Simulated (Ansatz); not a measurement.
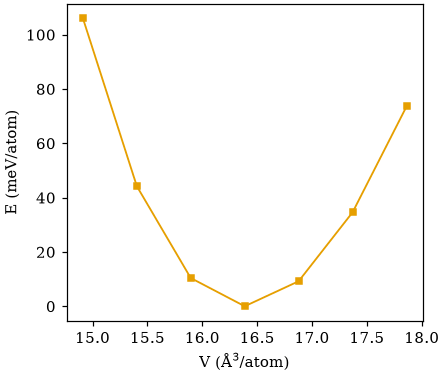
Figure: YPt3 (Cu3Au type, Pm-3m) under volume change, LDA in the plane-wave PAW code Ansatz, scaled uniformly.

Question: What does a third-order Birch–Murnaghan fit give for V₀, B₀ and B′?

Answer: V₀ = 16.39 Å³/atom, B₀ = 211 GPa, B′ = 5.1.

The workflow started from a Materials Project entry (that database holds measured and hypothetical structures alike); the Crystallography Open Database files this formula in space group No. 221, but the cells were not matched. Whether it is the stable phase at ambient conditions was not checked. The cell was relaxed with LDA under the symmetry of its start; its stability against distortions is not shown here. The run is not spin-polarised. Spin–orbit coupling is left out wherever it is not named.

Potentials: the later of the program's two PAW sets.
